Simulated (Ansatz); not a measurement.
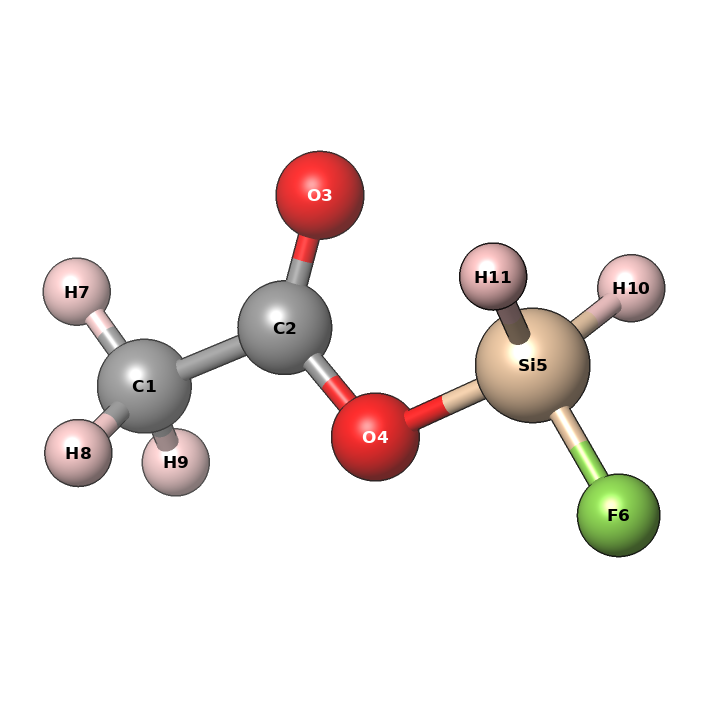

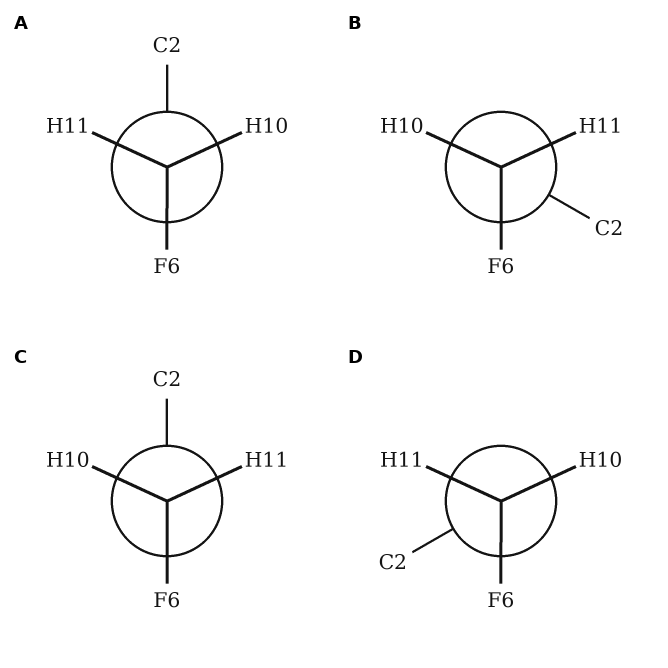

Atoms fade into the background with distance from the viewer. Bonds that would overlap in a projection are set slightly apart. Computed geometry: PBE0-D4/def2-TZVP optimisation.

Q: Which Newman projection shows the view along Si5–O4, with Si5 in front?

A: A. The torsion angle F6–Si5–O4–C2 is 180°, antiperiplanar (anti).
